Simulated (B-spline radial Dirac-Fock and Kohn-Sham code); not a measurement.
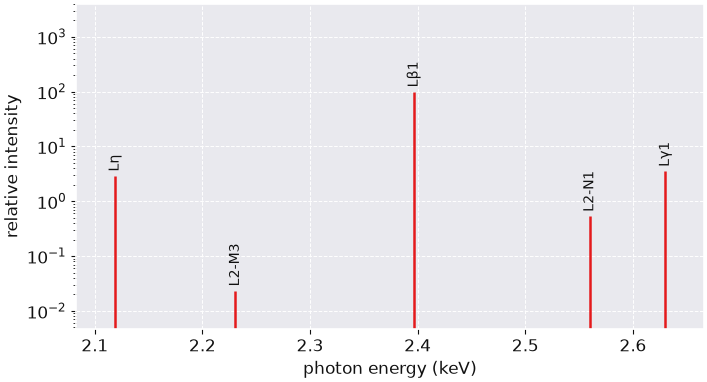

X-ray emission lines that fill an L2 (2p1/2) hole, as sticks, on a logarithmic intensity axis. Multiplet splitting by the open shell is left out. It refers to Mo²⁺ ([Kr] 4d4). Method: independent-particle rates on relativistic LDA orbitals of the hole state (multipoles to L = 3), energies from Dirac–Fock ΔSCF (computed with a B-spline radial atomic code).

### What multipole carries the L2-M3 line?

E2; it is forbidden as an electric dipole and holds 0.022 % of the emission.
